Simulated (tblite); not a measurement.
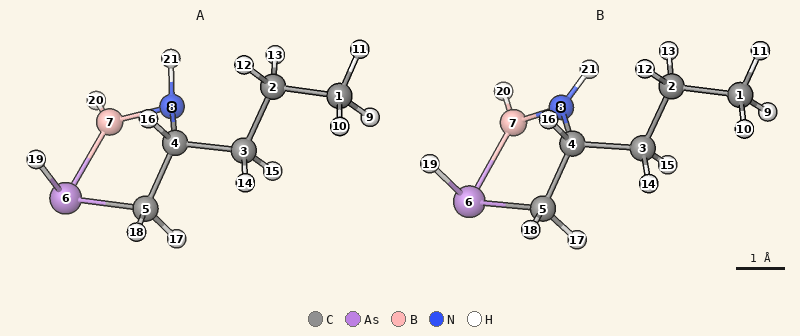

Two geometries of C5H13AsBN, drawn at one scale. One is the start of a relaxation, the other its converged end. Style: ball-and-stick. Shown at a tilt.

All numbers below come from GFN2-xTB geometry optimisation, gas phase (tblite). 

Which geometry has the lower energy?

Structure B is the relaxed one. Over 91 geometry steps the energy falls by 22.8 kcal/mol. H21 moves most after the best rigid fit: 0.49 Å. By element the largest moves are H 0.49 Å, N 0.28 Å, As 0.17 Å, C 0.15 Å, B 0.10 Å. Near-neighbour distances that change, for instance: B7–N8 1.514 → 1.374 Å, N8–H21 1.050 → 1.009 Å, As6–H19 1.558 → 1.522 Å, C5–As6 1.961 → 1.997 Å. Bond angles that change, for instance: B7–N8–H21 107.0° → 124.7°, C4–N8–B7 107.1° → 121.3°, As6–B7–H20 121.5° → 130.2°. Cost: 0.56 s on 1 thread of Arm Neoverse V2, with other jobs on the host.
